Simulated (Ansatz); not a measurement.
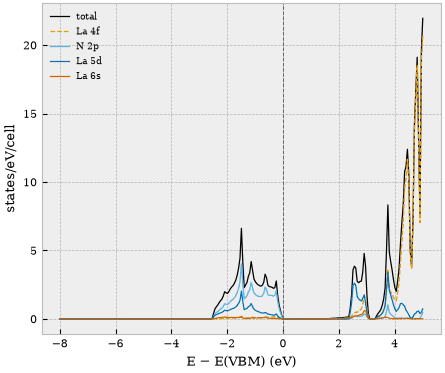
Fig. 1. Total and projected density of states of LaN (zinc blende, space group No. 216), the program Ansatz at the r²SCAN level (PAW)

Question: Which orbitals carry the states next to the gap?

Answer: Top 1 eV of the valence band: N 2p 71 %, La 5d 16 %. Bottom 1 eV of the conduction band: La 5d 45 %, La 6s 21 %, La 4f 17 %, N 2s 6 %. Projections are on Löwdin-orthogonalised atomic valence shells; empty p or d shells of many metals are not among them.

Question: Where is the tallest occupied peak in this window, and what makes it?

Answer: Near -1.5 eV, about 6.6 states/eV per cell; the largest projected share is N 2p.

Space group F-43m (zinc blende). The start of the workflow was typed in or built on a structure type; neither database checked (COD, Materials Project) lists it. COD files the formula under space group No. 225, so this cell is another polymorph or a model. Whether it is the stable phase at ambient conditions was not checked. The r²SCAN relaxation kept the symmetry of its start; whether a distortion lowers the energy is not shown. Spin–orbit coupling is left out wherever it is not named.

Potentials: the later of the program's two PAW sets.
